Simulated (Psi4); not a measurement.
# CH4NSi (SMILES [H]/N=C/[SiH2]): UBLYP/def2-SVPD

Aim: the vertical electron affinity of CH4NSi at UBLYP/def2-SVPD, from 2 runs. The job is set up through a QCSchema input.

Program for the calculation: Psi4 1.11.

1 further run of the same task is left out (set aside as unsound or not needed).

## Step 1: Starting point

The species is CH4NSi (7 atoms), meant as a doublet with charge 0. As SMILES, `[H]/N=C/[SiH2]`. The shape is that of a GFN2-xTB optimisation.

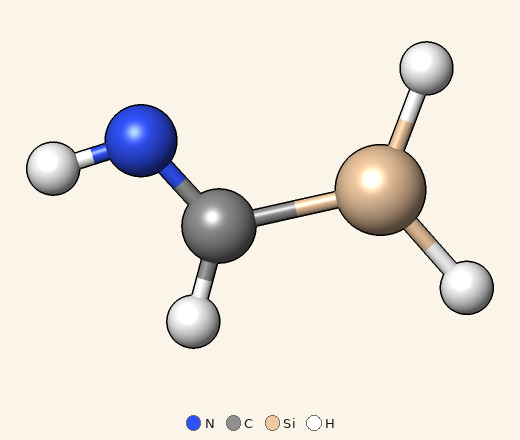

The structure, seen from a chosen angle (nitrogen blue, carbon grey, silicon light orange, hydrogen white).

## Step 2: Energy and forces at UBLYP/def2-SVPD

input.json reads:

```json
{
  "schema_name": "qcschema_input",
  "schema_version": 1,
  "molecule": {
    "schema_name": "qcschema_molecule",
    "schema_version": 2,
    "symbols": ["N", "C", "Si", "H", "H", "H", "H"],
    "geometry": [-2.92692121, -0.24972731, -0.30127904, -0.59344959, -0.22136252, -0.979086, 1.8637046, 0.38070423, 1.37505921, -4.17020982, -0.59566057, -1.72894823, 0.02039014, -0.5471324, -2.94139651, 1.32082407, 0.83102596, 4.01345704, 4.4856807, 0.40213372, 0.56219352],
    "molecular_charge": 0,
    "molecular_multiplicity": 2,
    "fix_symmetry": "c1"
  },
  "driver": "gradient",
  "model": {
    "method": "blyp",
    "basis": "def2-SVPD"
  },
  "keywords": {
    "reference": "uks",
    "puream": true,
    "e_convergence": 1e-09,
    "d_convergence": 1e-08,
    "scf_type": "pk",
    "dft_radial_points": 99,
    "dft_spherical_points": 590,
    "maxiter": 200,
    "scf_properties": ["MULLIKEN_CHARGES", "QUADRUPOLE", "MAYER_INDICES"]
  }
}
```

The run is started by

```sh
psi4 --qcschema input.json -n 1 --memory 1600MB
```

stdout:

```text
[...]
  Running in c1 symmetry.
[...]
  Nuclear repulsion =   91.149019506951177
[...]
  Multiplicity = 2
[...]
  Nalpha       = 16
  Nbeta        = 15
[...]
    Number of basis functions: 96
[...]
   @UKS iter   1:  -383.96767653617565    8.71411e-02   9.67636e-03 DIIS/ADIIS
[...]
   @UKS iter  14:  -384.47638382497621   -2.16573e-11   9.82847e-09 DIIS
[...]
   @S^2 Observed:                7.566305282E-01
[...]
    Orbital Energies [Eh]
    ---------------------
    Alpha Occupied:
       1A    -65.480402     2A    -14.017111     3A     -9.966273
       4A     -5.071540     5A     -3.497405     6A     -3.492058
       7A     -3.491452     8A     -0.807432     9A     -0.561802
      10A     -0.462438    11A     -0.451161    12A     -0.337662
      13A     -0.329193    14A     -0.308312    15A     -0.216324
      16A     -0.164297
    Alpha Virtual:
      17A     -0.049292    18A     -0.014670    19A      0.002167
      20A      0.020351    21A      0.021675    22A      0.054737
      23A      0.074741    24A      0.076385    25A      0.119972
[...]
  @UKS Final Energy:  -384.47638382497621
   => Energetics <=
    Nuclear Repulsion Energy =             91.1490195069511770
    One-Electron Energy =                -709.4029645435489329
    Two-Electron Energy =                 268.3826453990469076
    DFT Exchange-Correlation Energy =     -34.6050841874253194
    Empirical Dispersion Energy =           0.0000000000000000
    VV10 Nonlocal Energy =                  0.0000000000000000
    Total Energy =                       -384.4763838249762102
[...]
 Multipole Moments:
 ------------------------------------------------------------------------------------
     Multipole            Electronic (a.u.)      Nuclear  (a.u.)        Total (a.u.)
 ------------------------------------------------------------------------------------
 L = 1.  Multiply by 2.5417464519 to convert [e a0] to [Debye]
 Dipole X            :         -0.2232689            0.6517961            0.4285272
 Dipole Y            :          0.0528908           -0.1081478           -0.0552571
 Dipole Z            :          0.3512929           -0.8009593           -0.4496664
 Magnitude           :                                                    0.6236095
 L = 2.  Multiply by 1.3450342976 to convert [e a0^2] to [Debye ang]
 Quadrupole XX       :       -170.2622446          149.5379038          -20.7243408
 Quadrupole XY       :        -20.5228986           20.9303776            0.4074789
[...]
  Mulliken Charges: (a.u.)
   Center  Symbol    Alpha    Beta     Spin     Total
       1     N     3.61180  3.35856  0.25325  0.02964
       2     C     2.78791  2.84537 -0.05746  0.36672
       3    SI     7.60460  6.68424  0.92036 -0.28885
       4     H     0.54917  0.55172 -0.00255 -0.10089
       5     H     0.69442  0.69989 -0.00547 -0.39431
       6     H     0.37767  0.42376 -0.04610  0.19857
       7     H     0.37442  0.43646 -0.06203  0.18912
   Total alpha = 16.00000, Total beta = 15.00000, Total charge = -0.00000
  Mayer Bond Indices:
[...]
  -Total Gradient:
     Atom            X                  Y                   Z
    ------   -----------------  -----------------  -----------------
       1        0.015549041384    -0.001918100422    -0.015430498187
       2       -0.008086597420    -0.000220999273     0.001236314723
       3       -0.000866571359     0.001063992780     0.006374618015
       4        0.004940672634     0.002195148804     0.009754237701
       5       -0.003129873419     0.001334405039     0.008581147998
       6        0.004714296441    -0.002336595595    -0.014409388612
       7       -0.013116842670    -0.000117094717     0.003896043313
[...]
```

The result, in JSON:

```text
{
 "driver": "gradient",
 "model": {
  "method": "blyp",
  "basis": "def2-SVPD"
 },
 "success": true,
 "return_result": [0.015549041383617346, -0.0019181004215229752, -0.015430498187301023, -0.008086597420033148, -0.00022099927294139815, 0.0012363147230259192, -0.0008665713585563912, 0.0010639927804557679, 0.006374618014773105, 0.004940672634366122, 0.0021951488038746136, 0.009754237700846186, -0.0031298734187156715, 0.0013344050391917786, 0.008581147997928806, 0.004714296440834542, -0.002336595595315887, -0.014409388612294294, -0.013116842670431256, -0.00011709471714608458, 0.003896043313381295],
 "properties": {
  "calcinfo_nbasis": 96,
  "calcinfo_nmo": 96,
  "calcinfo_nalpha": 16,
  "calcinfo_nbeta": 15,
  "calcinfo_natom": 7,
  "nuclear_repulsion_energy": 91.14901950695118,
  "return_energy": -384.4763838249762,
  "return_gradient": [0.015549041383617346, -0.0019181004215229752, -0.015430498187301023, -0.008086597420033148, -0.00022099927294139815, 0.0012363147230259192, -0.0008665713585563912, 0.0010639927804557679, 0.006374618014773105, 0.004940672634366122, 0.0021951488038746136, 0.009754237700846186, -0.0031298734187156715, 0.0013344050391917786, 0.008581147997928806, 0.004714296440834542, -0.002336595595315887, -0.014409388612294294, -0.013116842670431256, -0.00011709471714608458, 0.003896043313381295],
  "scf_one_electron_energy": -709.4029645435489,
  "scf_two_electron_energy": 268.3826453990469,
  "scf_xc_energy": -34.60508418742532,
  "scf_dipole_moment": [0.4285272094667636, -0.05525707662339821, -0.44966640419587056],
  "scf_total_energy": -384.4763838249762,
  "scf_total_gradient": [0.015549041383617346, -0.0019181004215229752, -0.015430498187301023, -0.008086597420033148, -0.00022099927294139815, 0.0012363147230259192, -0.0008665713585563912, 0.0010639927804557679, 0.006374618014773105, 0.004940672634366122, 0.0021951488038746136, 0.009754237700846186, -0.0031298734187156715, 0.0013344050391917786, 0.008581147997928806, 0.004714296440834542, -0.002336595595315887, -0.014409388612294294, -0.013116842670431256, -0.00011709471714608458, 0.003896043313381295],
  "scf_iterations": 14
 }
}
```

It took 33 s on 1 thread of Intel Xeon Platinum 8488C (Sapphire Rapids), shared host; peak memory 0.9 GiB.

## Step 3: The singlet anion at the same level

input.json reads:

```json
{
 "schema_name": "qcschema_input",
 "schema_version": 1,
 "molecule": {
  "schema_name": "qcschema_molecule",
  "schema_version": 2,
  "symbols": ["N", "C", "Si", "H", "H", "H", "H"],
  "geometry": [-2.92692121, -0.24972731, -0.30127904, -0.59344959, -0.22136252, -0.979086, 1.8637046, 0.38070423, 1.37505921, -4.17020982, -0.59566057, -1.72894823, 0.02039014, -0.5471324, -2.94139651, 1.32082407, 0.83102596, 4.01345704, 4.4856807, 0.40213372, 0.56219352],
  "molecular_charge": -1,
  "molecular_multiplicity": 1,
  "fix_symmetry": "c1",
  "fix_com": true,
  "fix_orientation": true
 },
 "driver": "gradient",
 "model": {
  "method": "blyp",
  "basis": "def2-SVPD"
 },
 "keywords": {
  "puream": true,
  "e_convergence": 1e-09,
  "d_convergence": 1e-08,
  "scf_type": "pk",
  "dft_radial_points": 99,
  "dft_spherical_points": 590
 }
}
```

The run is started by

```sh
psi4 --qcschema input.json -n 1 --memory 1600MB
```

stdout:

```text
[...]
  Running in c1 symmetry.
[...]
  Nuclear repulsion =   91.149019506951177
[...]
  Multiplicity = 1
[...]
  Nalpha       = 16
  Nbeta        = 16
[...]
    Number of basis functions: 96
[...]
   @RKS iter   1:  -383.57342288147885    4.81395e-01   1.29947e-02 DIIS/ADIIS
[...]
   @RKS iter  14:  -384.49768634922373   -3.69482e-12   6.11583e-09 DIIS
[...]
    Orbital Energies [Eh]
    ---------------------
    Doubly Occupied:
       1A    -65.222664     2A    -13.782277     3A     -9.746085
       4A     -4.814350     5A     -3.237480     6A     -3.236272
       7A     -3.234194     8A     -0.581885     9A     -0.335016
      10A     -0.238816    11A     -0.230099    12A     -0.112566
      13A     -0.106933    14A     -0.080029    15A     -0.000622
      16A      0.081687
[...]
  @RKS Final Energy:  -384.49768634922373
   => Energetics <=
    Nuclear Repulsion Energy =             91.1490195069511770
    One-Electron Energy =                -716.6121547338798337
    Two-Electron Energy =                 275.7956261107980822
    DFT Exchange-Correlation Energy =     -34.8301772330931314
    Empirical Dispersion Energy =           0.0000000000000000
    VV10 Nonlocal Energy =                  0.0000000000000000
    Total Energy =                       -384.4976863492237271
[...]
 Multipole Moments:
 ------------------------------------------------------------------------------------
     Multipole            Electronic (a.u.)      Nuclear  (a.u.)        Total (a.u.)
 ------------------------------------------------------------------------------------
 L = 1.  Multiply by 2.5417464519 to convert [e a0] to [Debye]
 Dipole X            :         -3.9692283            3.6994035           -0.2698249
 Dipole Y            :         -2.5621450            2.3439596           -0.2181854
 Dipole Z            :        -12.2390512           11.1726655           -1.0663857
 Magnitude           :                                                    1.1214227
[...]
  -Total Gradient:
     Atom            X                  Y                   Z
    ------   -----------------  -----------------  -----------------
       1        0.053012806524     0.000731106589    -0.014801443878
       2       -0.041599331674    -0.005088693452    -0.013006212637
       3        0.001346238438     0.003538524705     0.019569748730
       4        0.005156838411     0.002274219433     0.010248923036
       5       -0.004769007589     0.001869090243     0.011989002187
       6        0.004334800340    -0.002993170603    -0.018030272023
       7       -0.017478074846    -0.000330297867     0.004032796084
[...]
```

The result, in JSON:

```text
{
 "driver": "gradient",
 "model": {
  "method": "blyp",
  "basis": "def2-SVPD"
 },
 "success": true,
 "return_result": [0.05301280652361873, 0.0007311065893861272, -0.014801443877800163, -0.04159933167428931, -0.005088693452288774, -0.01300621263653709, 0.001346238437676962, 0.00353852470474805, 0.019569748730305606, 0.005156838410868669, 0.002274219433282605, 0.010248923035910476, -0.004769007588798384, 0.0018690902432503334, 0.011989002186771458, 0.004334800339826458, -0.002993170603138102, -0.018030272022876326, -0.01747807484645328, -0.0003302978671345342, 0.004032796084457391],
 "properties": {
  "calcinfo_nbasis": 96,
  "calcinfo_nmo": 96,
  "calcinfo_nalpha": 16,
  "calcinfo_nbeta": 16,
  "calcinfo_natom": 7,
  "nuclear_repulsion_energy": 91.14901950695118,
  "return_energy": -384.4976863492237,
  "return_gradient": [0.05301280652361873, 0.0007311065893861272, -0.014801443877800163, -0.04159933167428931, -0.005088693452288774, -0.01300621263653709, 0.001346238437676962, 0.00353852470474805, 0.019569748730305606, 0.005156838410868669, 0.002274219433282605, 0.010248923035910476, -0.004769007588798384, 0.0018690902432503334, 0.011989002186771458, 0.004334800339826458, -0.002993170603138102, -0.018030272022876326, -0.01747807484645328, -0.0003302978671345342, 0.004032796084457391],
  "scf_one_electron_energy": -716.6121547338798,
  "scf_two_electron_energy": 275.7956261107981,
  "scf_xc_energy": -34.83017723309313,
  "scf_dipole_moment": [-0.269824852378997, -0.2181854057625432, -1.066385703030905],
  "scf_total_energy": -384.4976863492237,
  "scf_total_gradient": [0.05301280652361873, 0.0007311065893861272, -0.014801443877800163, -0.04159933167428931, -0.005088693452288774, -0.01300621263653709, 0.001346238437676962, 0.00353852470474805, 0.019569748730305606, 0.005156838410868669, 0.002274219433282605, 0.010248923035910476, -0.004769007588798384, 0.0018690902432503334, 0.011989002186771458, 0.004334800339826458, -0.002993170603138102, -0.018030272022876326, -0.01747807484645328, -0.0003302978671345342, 0.004032796084457391],
  "scf_iterations": 14
 }
}
```

Wall time 23 s (1 thread of Intel Xeon Platinum 8488C (Sapphire Rapids), shared host); peak memory 0.89 GiB.

## Step 4: Summary of results

At UBLYP/def2-SVPD:

| quantity | value |
| --- | --- |
| doublet CH4NSi: total energy | -384.47638 Eh |
| doublet CH4NSi: dipole moment | 1.59 D |
| doublet CH4NSi: HOMO energy (highest over α and β) | -4.47 eV |
| doublet CH4NSi: LUMO energy (lowest over α and β) | -3.37 eV |
| doublet CH4NSi: ⟨S²⟩ | 0.757 |
| doublet CH4NSi: largest force on an atom | 1.131 eV/Å |
| singlet anion: total energy | -384.49769 Eh |
| singlet anion: HOMO energy | 2.22 eV |
| singlet anion: LUMO energy | 4.44 eV |
| singlet anion: HOMO–LUMO gap (to an unbound level, set by the basis) | 2.21 eV |
| singlet anion: largest force on an atom | 2.831 eV/Å |
| vertical electron affinity (to the singlet anion) | 0.580 eV |

In words: At fixed nuclei the extra electron is bound by 0.58 eV (55.9 kJ/mol). The largest force (doublet CH4NSi) is 1.13 eV/Å: the shape isn't a stationary point for this species at this level. Mulliken charges (doublet CH4NSi) run from -0.39 on H5 to +0.37 on C2; in a basis this large or diffuse they mean little. The HOMO (singlet anion) lies at positive energy, 2.22 eV, as semi-local functionals often give for anions; only total energies tell whether the electron is bound.
